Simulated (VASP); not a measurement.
Band structure of SnP (space group P-3m1). These are PBEsol GGA, VASP's PBE PAW potentials (set 64) (plane waves; VASP 6.6.1) values and carry that method's errors.

Unless said otherwise, spin-orbit coupling is left out, though it shifts the bands of the heavy elements here.

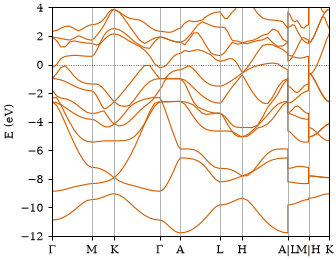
*Bands along high-symmetry lines, zero at the valence-band maximum or, without a gap, the Fermi level*

Problem. Read the plot: is there a gap, and where are the band edges?

Solution. It has no gap at this level: it comes out as a metal or semimetal. (Edges off the drawn lines would not show.)

The structure comes from a computed database's SnP entry (P-3m1); how it stands against other phases isn't given here. It was relaxed first.
